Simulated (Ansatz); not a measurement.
# InH₃O₂ + HF: a complex and its separated parts, part 1 of 2

Aim: how far the complex at one end of a reaction step lies below its separated, relaxed parts, level by level.

The runs use Ansatz 0.2.0, Gaussian basis; PBE0-D4/def2-TZVP structures, single points in def2-TZVPP, no counterpoise correction.

Levels: SPW92, PBE-D4, BLYP-D4, r2SCAN-D4, B97M-V, PBE0-D4, B3LYP-D4, r2SCAN0-D4, BHLYP-D4, CAM-B3LYP-D4, wB97X-V, wB97M-V, B2PLYP, PBE-QIDH, RPA on PBE, Hartree-Fock, MP2, CCSD, CCSD(T).

Correlated methods freeze the cores. Filled d shells of the heavier atoms are correlated. Core potentials replace the inner electrons past krypton, and spin-orbit coupling is left out. B3LYP uses VWN-RPA correlation. B2PLYP carries no dispersion term here.

88 further runs of the same task are left out: 88 set aside as unsound or not needed.

## 1. The starting structure

The complex: 8 atoms, charge 0, spin multiplicity 1.

Atoms are counted from 1 here; the program's logs count them from 0.

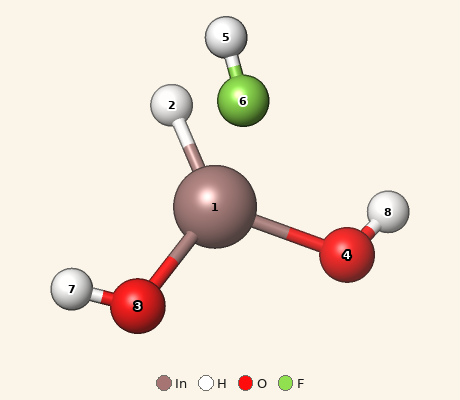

Start geometry, drawn with indium brown, hydrogen white, oxygen red, fluorine green; atoms are numbered from 1 in the order of the file.

Geometry (Å):

```mol
FH4InO2
  3D, bonds by distance, orders not assigned

  8  6  0  0  0  0  0  0  0  0999 V2000
   -0.1371   -0.5037   -0.3519 In  0  0
    1.3106   -1.3739   -0.0675 H   0  0
   -0.4885    0.6767   -1.9011 O   0  0
   -1.8337   -0.7315    0.6415 O   0  0
    1.7287    1.1463    1.5523 H   0  0
    0.8913    1.3260    1.2047 F   0  0
    0.2813    0.7950   -2.4607 H   0  0
   -1.7526   -1.3348    1.3827 H   0  0
  1  2  8  0
  1  3  8  0
  1  4  8  0
  3  7  8  0
  4  8  8  0
  5  6  8  0
M  END
```

Its parts: InH₃O₂ holds atoms 1, 2, 3, 4, 7, 8; HF holds atoms 5, 6. Each part counts its atoms afresh in its own runs.

## 2. Relaxing InH₃O₂ alone

File relax-a/in.yaml:

```yaml
crystal:
  periodic: [false, false, false]
  atoms:
    - {symbol: In, position_ang: [-0.137119, -0.503725, -0.351873]}
    - {symbol: H, position_ang: [1.310592, -1.373904, -0.067489]}
    - {symbol: O, position_ang: [-0.488539, 0.676659, -1.901052]}
    - {symbol: O, position_ang: [-1.833660, -0.731526, 0.641488]}
    - {symbol: H, position_ang: [0.281313, 0.795003, -2.460746]}
    - {symbol: H, position_ang: [-1.752591, -1.334810, 1.382711]}
basis:
  gaussian: {orbitals: def2-TZVP}
hamiltonian: {xc: pbe0, dispersion: d4}
relax: {f_tol: 0.005, max_steps: 200}
```

The run is started by

```sh
ansatz run in.yaml --threads 4 --pin off --events-out ev --progress --plain --max-ram 9574MiB
```

What it wrote, cut to the lines that bear on the results:

```text
Functional definition: PBE0
  name "PBE0"
  cite "Adamo & Barone, J. Chem. Phys. 110, 6158 (1999) doi:10.1063/1.478522"
  cite "Perdew, Burke & Ernzerhof, Phys. Rev. Lett. 77, 3865 (1996) doi:10.1103/PhysRevLett.77.3865"
  parent pbe
[...]
915 factors; their error is unknown
[...]
mean field -9314.72439038 eV, -342.3098075997 hartree, gradient 6.3e-5 eV, S^2 0.000000; 0 other end points of the search recorded, 0 dependent functions left out
[...]
reference -9314.72442853 eV, -342.3098090015 hartree; 20, 20 occupied and 110, 110 virtual orbitals, 915 factors
[...]
reference -9314.73797049 eV, -342.3103066594 hartree; 20, 20 occupied and 110, 110 virtual orbitals, 915 factors
Total energy: -9314.80434888 eV, -342.3127460200 hartree
Atom 0 at    -0.145513    -0.568606    -0.392158 Å, force     0.000223    -0.000192     0.000013 eV/Å
Atom 1 at     1.324667    -1.359479    -0.052339 Å, force    -0.000069     0.000044    -0.000014 eV/Å
Atom 2 at    -0.492054     0.675077    -1.887075 Å, force    -0.000083     0.000060    -0.000103 eV/Å
Atom 3 at    -1.826238    -0.721774     0.634155 Å, force    -0.000148    -0.000007     0.000011 eV/Å
Atom 4 at     0.274395     0.813737    -2.447506 Å, force     0.000058     0.000067     0.000008 eV/Å
Atom 5 at    -1.755261    -1.311259     1.387961 Å, force     0.000019     0.000027     0.000085 eV/Å
Dipole moment:     0.648122    -0.348732     0.149762 e Å
```

It took 6.5 s on 4 threads of Arm Neoverse V2, shared host.

Along the way:

```tsv
step	energy from step 1 (eV)	largest force component (eV/Å)
1	0.0000	0.2417
2	-0.0095	0.2335
3	-0.0136	0.0144
4	-0.0137	0.0216
5	-0.0137	0.0088
6	-0.0137	0.0002
```

Close pairs (by a distance rule), those that changed most:

```tsv
bond	before (Å)	after (Å)	change (Å)
In1–H2	1.713	1.704	-0.009
In1–O4	1.979	1.975	-0.004
In1–O3	1.979	1.975	-0.004
O3–H5	0.959	0.960	+0.000
O4–H6	0.959	0.960	+0.000
```

## 3. Relaxing HF alone

File relax-b/in.yaml:

```yaml
crystal:
  periodic: [false, false, false]
  atoms:
    - {symbol: H, position_ang: [1.728683, 1.146339, 1.552254]}
    - {symbol: F, position_ang: [0.891321, 1.325964, 1.204707]}
basis:
  gaussian: {orbitals: def2-TZVP}
hamiltonian: {xc: pbe0, dispersion: d4}
relax: {f_tol: 0.005, max_steps: 200}
```

The run is started by

```sh
ansatz run in.yaml --threads 4 --pin off --events-out ev --progress --plain --max-ram 9574MiB
```

What it wrote, cut to the lines that bear on the results:

```text
[... 5 set-up lines as earlier in the session ...]
[...]
200 factors; their error is unknown
[...]
mean field -2731.80117059 eV, -100.3918413380 hartree, gradient 6.9e-6 eV, S^2 0.000000; 0 other end points of the search recorded, 0 dependent functions left out
[...]
reference -2731.80170841 eV, -100.3918611022 hartree; 5, 5 occupied and 32, 32 virtual orbitals, 200 factors
Total energy: -2731.80322170 eV, -100.3919167146 hartree
Atom 0 at     1.726780     1.146747     1.551464 Å, force     0.000502    -0.000108     0.000209 eV/Å
Atom 1 at     0.893224     1.325556     1.205497 Å, force    -0.000502     0.000108    -0.000209 eV/Å
Dipole moment:     0.363142    -0.077899     0.150722 e Å
```

Wall time 0.35 s (4 threads of Arm Neoverse V2, shared host).

Along the way:

```tsv
step	energy from step 1 (eV)	largest force component (eV/Å)
1	0.0000	0.2271
2	-0.0005	0.0462
3	-0.0005	0.0005
```

The bond:

```tsv
bond	before (Å)	after (Å)	change (Å)
H1–F2	0.924	0.920	-0.004
```

## 4. SPW92/def2-TZVPP

File parta/in.yaml:

```yaml
crystal:
  periodic: [false, false, false]
  atoms:
    - {symbol: In, position_ang: [-0.145513, -0.568606, -0.392158]}
    - {symbol: H, position_ang: [1.324667, -1.359479, -0.052339]}
    - {symbol: O, position_ang: [-0.492054, 0.675077, -1.887075]}
    - {symbol: O, position_ang: [-1.826238, -0.721774, 0.634155]}
    - {symbol: H, position_ang: [0.274395, 0.813737, -2.447506]}
    - {symbol: H, position_ang: [-1.755261, -1.311259, 1.387961]}
basis:
  gaussian: {orbitals: def2-TZVPP}
hamiltonian: {xc: lda}
```

File partb/in.yaml:

```yaml
crystal:
  periodic: [false, false, false]
  atoms:
    - {symbol: H, position_ang: [1.726780, 1.146747, 1.551464]}
    - {symbol: F, position_ang: [0.893224, 1.325556, 1.205497]}
basis:
  gaussian: {orbitals: def2-TZVPP}
hamiltonian: {xc: lda}
```

One command serves all of them, each in its own folder.

The run is started by

```sh
ansatz run in.yaml --threads 4 --pin off --events-out ev --progress --plain --max-ram 9574MiB
```

parta printed, cut to the lines that bear on the results:

```text
Functional definition: SPW92
  name "SPW92"
  cite "Dirac, Proc. Camb. Phil. Soc. 26, 376 (1930) doi:10.1017/S0305004100016108"
  cite "Slater, Phys. Rev. 81, 385 (1951) doi:10.1103/PhysRev.81.385"
  cite "Perdew & Wang, Phys. Rev. B 45, 13244 (1992) doi:10.1103/PhysRevB.45.13244"
[...]
867 factors; their error is unknown
[...]
mean field -9280.95049726 eV, -341.0686399202 hartree, gradient 2.8e-5 eV, S^2 0.000000; 0 other end points of the search recorded, 0 dependent functions left out
reference -9280.95054747 eV, -341.0686417653 hartree; 20, 20 occupied and 134, 134 virtual orbitals, 867 factors
Total energy: -9280.95054747 eV, -341.0686417653 hartree
```

Output in partb, cut to the lines that bear on the results:

```text
[... 5 set-up lines as earlier in the session ...]
[...]
215 factors; their error is unknown
[...]
mean field -2716.76651127 eV, -99.8393277986 hartree, gradient 3.5e-5 eV, S^2 0.000000; 0 other end points of the search recorded, 0 dependent functions left out
reference -2716.76652235 eV, -99.8393282059 hartree; 5, 5 occupied and 40, 40 virtual orbitals, 215 factors
Total energy: -2716.76652235 eV, -99.8393282059 hartree
```

Times: 0.45 s (parta), 0.1 s (partb) on 4 threads of Arm Neoverse V2, shared host.

## 5. PBE-D4/def2-TZVPP

The same edit goes into each in.yaml of step 4 (parta, partb):

```diff
-hamiltonian: {xc: lda}
+hamiltonian: {xc: pbe, dispersion: d4}
```

The same command starts each run, in its folder.

The run is started by

```sh
ansatz run in.yaml --threads 4 --pin off --events-out ev --progress --plain --max-ram 9574MiB
```

Log of parta, cut to the lines that bear on the results:

```text
Functional definition: PBE
  name "PBE"
[... 2 set-up lines as earlier in the session ...]
[...]
867 factors; their error is unknown
[...]
mean field -9315.02240572 eV, -342.3207594612 hartree, gradient 3.2e-5 eV, S^2 0.000000; 0 other end points of the search recorded, 0 dependent functions left out
reference -9315.02246091 eV, -342.3207614893 hartree; 20, 20 occupied and 134, 134 virtual orbitals, 867 factors
Total energy: -9315.10121898 eV, -342.3236557950 hartree
```

Log of partb, cut to the lines that bear on the results:

```text
[... 4 set-up lines as earlier in the session ...]
[...]
215 factors; their error is unknown
[...]
mean field -2731.84358686 eV, -100.3934001072 hartree, gradient 4.8e-5 eV, S^2 0.000000; 0 other end points of the search recorded, 0 dependent functions left out
reference -2731.84359897 eV, -100.3934005521 hartree; 5, 5 occupied and 40, 40 virtual orbitals, 215 factors
Total energy: -2731.84549286 eV, -100.3934701511 hartree
```

Wall times: 0.7 s (parta), 0.1 s (partb) on 4 threads of Arm Neoverse V2, shared host.

## 6. BLYP-D4/def2-TZVPP

The same edit goes into each in.yaml of step 5 (parta, partb):

```diff
-hamiltonian: {xc: pbe, dispersion: d4}
+hamiltonian: {xc: {name: BLYP}, dispersion: d4}
```

The same command starts each run, in its folder.

The run is started by

```sh
ansatz run in.yaml --threads 4 --pin off --events-out ev --progress --plain --max-ram 9574MiB
```

Output in parta, cut to the lines that bear on the results:

```text
Functional definition: BLYP
  name "BLYP"
  cite "Becke, Phys. Rev. A 38, 3098 (1988) doi:10.1103/PhysRevA.38.3098"
  cite "Lee, Yang & Parr, Phys. Rev. B 37, 785 (1988) doi:10.1103/PhysRevB.37.785"
[...]
867 factors; their error is unknown
[...]
mean field -9317.53557533 eV, -342.4131167411 hartree, gradient 2.3e-5 eV, S^2 0.000000; 0 other end points of the search recorded, 0 dependent functions left out
reference -9317.53592093 eV, -342.4131294414 hartree; 20, 20 occupied and 134, 134 virtual orbitals, 867 factors
Total energy: -9317.70616788 eV, -342.4193859013 hartree
```

Output in partb, cut to the lines that bear on the results:

```text
[... 4 set-up lines as earlier in the session ...]
[...]
215 factors; their error is unknown
[...]
mean field -2734.23793443 eV, -100.4813907572 hartree, gradient 3.9e-5 eV, S^2 0.000000; 0 other end points of the search recorded, 0 dependent functions left out
reference -2734.23805803 eV, -100.4813952996 hartree; 5, 5 occupied and 40, 40 virtual orbitals, 215 factors
Total energy: -2734.24264003 eV, -100.4815636847 hartree
```

Wall times: 0.75 s (parta), 0.1 s (partb) on 4 threads of Arm Neoverse V2, shared host.

## 7. r2SCAN-D4/def2-TZVPP

Each input of step 6 (parta, partb) changes in the same lines:

```diff
-hamiltonian: {xc: {name: BLYP}, dispersion: d4}
+hamiltonian: {xc: r2scan, dispersion: d4}
```

One command serves all of them, each in its own folder.

The run is started by

```sh
ansatz run in.yaml --threads 4 --pin off --events-out ev --progress --plain --max-ram 9574MiB
```

Output in parta, cut to the lines that bear on the results:

```text
Functional definition: r2SCAN
  name "r2SCAN"
  cite "Furness, Kaplan, Ning, Perdew & Sun, J. Phys. Chem. Lett. 11, 8208 (2020) doi:10.1021/acs.jpclett.0c02405"
  cite "Furness, Kaplan, Ning, Perdew & Sun, J. Phys. Chem. Lett. 11, 9248 (2020) doi:10.1021/acs.jpclett.0c03077"
  parent r2scan
[...]
867 factors; their error is unknown
[...]
mean field -9319.24789391 eV, -342.4760432880 hartree, gradient 1.9e-5 eV, S^2 0.000000; 0 other end points of the search recorded, 0 dependent functions left out
reference -9319.24791082 eV, -342.4760439096 hartree; 20, 20 occupied and 134, 134 virtual orbitals, 867 factors
Total energy: -9319.26584395 eV, -342.4767029397 hartree
```

Log of partb, cut to the lines that bear on the results:

```text
[... 5 set-up lines as earlier in the session ...]
[...]
215 factors; their error is unknown
[...]
mean field -2733.29261845 eV, -100.4466510359 hartree, gradient 6.5e-6 eV, S^2 0.000000; 0 other end points of the search recorded, 0 dependent functions left out
reference -2733.29262163 eV, -100.4466511527 hartree; 5, 5 occupied and 40, 40 virtual orbitals, 215 factors
Total energy: -2733.29307917 eV, -100.4466679668 hartree
```

Wall times: 1.4 s (parta), 0.3 s (partb) on 4 threads of Arm Neoverse V2, shared host.

## 8. B97M-V/def2-TZVPP

The same edit goes into each in.yaml of step 7 (parta, partb):

```diff
-hamiltonian: {xc: r2scan, dispersion: d4}
+hamiltonian: {xc: {name: B97M-V}}
```

One command serves all of them, each in its own folder.

The run is started by

```sh
ansatz run in.yaml --threads 4 --pin off --events-out ev --progress --plain --max-ram 9574MiB
```

Output in parta, cut to the lines that bear on the results:

```text
Functional definition: B97M-V
  name "B97M-V"
  cite "Mardirossian & Head-Gordon, J. Chem. Phys. 142, 074111 (2015) doi:10.1063/1.4907719"
  cite "Becke, J. Chem. Phys. 107, 8554 (1997) doi:10.1063/1.475007"
  cite "Vydrov & Van Voorhis, J. Chem. Phys. 133, 244103 (2010) doi:10.1063/1.3521275"
  # Of w^i u^j: cxij and so on, Table III.
[...]
  gx(w, u) = cx00 + cx01*u + cx02*u^2 + (cx10 + cx11*u)*w
[...]
  gos(w, u) = cos00 + cos01*u + cos03*u^3 + cos10*w + cos32*w^3*u^2
[...]
      + integral(e_c_pw_mod_opposite_spin*gos(b97_w_opposite, b97_u_opposite)) + vv10(b, c)
867 factors; their error is unknown
[...]
mean field -9318.08562792 eV, -342.4333308007 hartree, gradient 2.9e-5 eV, S^2 0.000000; 0 other end points of the search recorded, 0 dependent functions left out
reference -9318.08570671 eV, -342.4333336961 hartree; 20, 20 occupied and 134, 134 virtual orbitals, 867 factors
Total energy: -9318.08570671 eV, -342.4333336961 hartree
```

Output in partb, cut to the lines that bear on the results:

```text
[... 5 set-up lines as earlier in the session ...]
  # Of w^i u^j: cxij and so on, Table III.
[...]
  gx(w, u) = cx00 + cx01*u + cx02*u^2 + (cx10 + cx11*u)*w
[...]
  gos(w, u) = cos00 + cos01*u + cos03*u^3 + cos10*w + cos32*w^3*u^2
[...]
      + integral(e_c_pw_mod_opposite_spin*gos(b97_w_opposite, b97_u_opposite)) + vv10(b, c)
215 factors; their error is unknown
[...]
mean field -2733.38837499 eV, -100.4501700236 hartree, gradient 2.3e-5 eV, S^2 0.000000; 0 other end points of the search recorded, 0 dependent functions left out
reference -2733.38839270 eV, -100.4501706746 hartree; 5, 5 occupied and 40, 40 virtual orbitals, 215 factors
Total energy: -2733.38839270 eV, -100.4501706746 hartree
```

They took 2.8 s (parta), 0.25 s (partb) on 4 threads of Arm Neoverse V2, shared host.

## 9. PBE0-D4/def2-TZVPP

Each input of step 8 (parta, partb) changes in the same lines:

```diff
-hamiltonian: {xc: {name: B97M-V}}
+hamiltonian: {xc: pbe0, dispersion: d4}
+output: {orbitals: {seedname: orbitals}}
```

The same command starts each run, in its folder.

The run is started by

```sh
ansatz run in.yaml --threads 4 --pin off --events-out ev --progress --plain --max-ram 9574MiB
```

Log of parta, cut to the lines that bear on the results:

```text
[... 5 set-up lines as earlier in the session ...]
[...]
960 factors; their error is unknown
[...]
mean field -9314.83771718 eV, -342.3139722826 hartree, gradient 1.2e-5 eV, S^2 0.000000; 0 other end points of the search recorded, 0 dependent functions left out
reference -9314.83775585 eV, -342.3139737037 hartree; 20, 20 occupied and 134, 134 virtual orbitals, 960 factors
Total energy: -9314.90413423 eV, -342.3164130643 hartree
```

partb printed, cut to the lines that bear on the results:

```text
[... 5 set-up lines as earlier in the session ...]
[...]
215 factors; their error is unknown
[...]
mean field -2731.86111907 eV, -100.3940444038 hartree, gradient 4.0e-5 eV, S^2 0.000000; 0 other end points of the search recorded, 0 dependent functions left out
reference -2731.86112778 eV, -100.3940447240 hartree; 5, 5 occupied and 40, 40 virtual orbitals, 215 factors
Total energy: -2731.86264107 eV, -100.3941003364 hartree
```

They took 0.85 s (parta), 0.1 s (partb) on 4 threads of Arm Neoverse V2, shared host.

## 10. B3LYP-D4/def2-TZVPP

Each input of step 9 (parta, partb) changes in the same lines:

```diff
-hamiltonian: {xc: pbe0, dispersion: d4}
-output: {orbitals: {seedname: orbitals}}
+hamiltonian: {xc: {name: B3LYP}, dispersion: d4}
```

One command serves all of them, each in its own folder.

The run is started by

```sh
ansatz run in.yaml --threads 4 --pin off --events-out ev --progress --plain --max-ram 9574MiB
```

Output in parta, cut to the lines that bear on the results:

```text
Functional definition: B3LYP
  name "B3LYP"
  cite "Stephens, Devlin, Chabalowski & Frisch, J. Phys. Chem. 98, 11623 (1994) doi:10.1021/j100096a001"
[... 2 set-up lines as earlier in the session ...]
  cite "Vosko, Wilk & Nusair, Can. J. Phys. 58, 1200 (1980) doi:10.1139/p80-159"
[...]
944 factors; their error is unknown
[...]
mean field -9321.21986206 eV, -342.5485117810 hartree, gradient 7.6e-6 eV, S^2 0.000000; 0 other end points of the search recorded, 0 dependent functions left out
reference -9321.22011820 eV, -342.5485211938 hartree; 20, 20 occupied and 134, 134 virtual orbitals, 944 factors
Total energy: -9321.34850293 eV, -342.5532392457 hartree
```

partb printed, cut to the lines that bear on the results:

```text
[... 6 set-up lines as earlier in the session ...]
[...]
215 factors; their error is unknown
[...]
mean field -2734.54625910 eV, -100.4927214799 hartree, gradient 1.9e-5 eV, S^2 0.000000; 0 other end points of the search recorded, 0 dependent functions left out
reference -2734.54634994 eV, -100.4927248182 hartree; 5, 5 occupied and 40, 40 virtual orbitals, 215 factors
Total energy: -2734.54933965 eV, -100.4928346880 hartree
```

Wall times: 0.9 s (parta), 0.15 s (partb) on 4 threads of Arm Neoverse V2, shared host.

## 11. r2SCAN0-D4/def2-TZVPP

The same edit goes into each in.yaml of step 10 (parta, partb):

```diff
-hamiltonian: {xc: {name: B3LYP}, dispersion: d4}
+hamiltonian: {xc: {name: r2SCAN0}, dispersion: d4}
```

One command serves all of them, each in its own folder.

The run is started by

```sh
ansatz run in.yaml --threads 4 --pin off --events-out ev --progress --plain --max-ram 9574MiB
```

parta printed, cut to the lines that bear on the results:

```text
Functional definition: r2SCAN0
  name "r2SCAN0"
  cite "Bursch, Neugebauer, Ehlert & Grimme, J. Chem. Phys. 156, 134105 (2022) doi:10.1063/5.0086040"
[... 3 set-up lines as earlier in the session ...]
[...]
960 factors; their error is unknown
[...]
mean field -9317.56001329 eV, -342.4140148194 hartree, gradient 1.1e-5 eV, S^2 0.000000; 0 other end points of the search recorded, 0 dependent functions left out
reference -9317.56002602 eV, -342.4140152872 hartree; 20, 20 occupied and 134, 134 virtual orbitals, 960 factors
Total energy: -9317.58165404 eV, -342.4148101022 hartree
```

Log of partb, cut to the lines that bear on the results:

```text
[... 6 set-up lines as earlier in the session ...]
[...]
215 factors; their error is unknown
[...]
mean field -2732.94546315 eV, -100.4338933139 hartree, gradient 6.6e-5 eV, S^2 0.000000; 0 other end points of the search recorded, 0 dependent functions left out
reference -2732.94546561 eV, -100.4338934044 hartree; 5, 5 occupied and 40, 40 virtual orbitals, 215 factors
Total energy: -2732.94596759 eV, -100.4339118515 hartree
```

They took 1.6 s (parta), 0.3 s (partb) on 4 threads of Arm Neoverse V2, shared host.

## 12. BHLYP-D4/def2-TZVPP

The same edit goes into each in.yaml of step 11 (parta, partb):

```diff
-hamiltonian: {xc: {name: r2SCAN0}, dispersion: d4}
+hamiltonian: {xc: {name: BHLYP}, dispersion: d4}
```

Each run has its own folder and the same command.

The run is started by

```sh
ansatz run in.yaml --threads 4 --pin off --events-out ev --progress --plain --max-ram 9574MiB
```

parta printed, cut to the lines that bear on the results:

```text
Functional definition: BHLYP
  name "BHLYP"
  cite "Becke, J. Chem. Phys. 98, 1372 (1993) doi:10.1063/1.464304"
[... 2 set-up lines as earlier in the session ...]
[...]
1056 factors; their error is unknown
[...]
mean field -9314.96379933 eV, -342.3186057162 hartree, gradient 9.9e-6 eV, S^2 0.000000; 0 other end points of the search recorded, 0 dependent functions left out
reference -9314.96396683 eV, -342.3186118716 hartree; 20, 20 occupied and 134, 134 virtual orbitals, 1056 factors
Total energy: -9315.07264354 eV, -342.3226056671 hartree
```

Output in partb, cut to the lines that bear on the results:

```text
[... 5 set-up lines as earlier in the session ...]
[...]
234 factors; their error is unknown
[...]
mean field -2733.43313805 eV, -100.4518150357 hartree, gradient 1.2e-5 eV, S^2 0.000000; 0 other end points of the search recorded, 0 dependent functions left out
reference -2733.43319858 eV, -100.4518172604 hartree; 5, 5 occupied and 40, 40 virtual orbitals, 234 factors
Total energy: -2733.43492655 eV, -100.4518807620 hartree
```

They took 0.9 s (parta), 0.1 s (partb) on 4 threads of Arm Neoverse V2, shared host.

(Continued in part 2 of 2.)
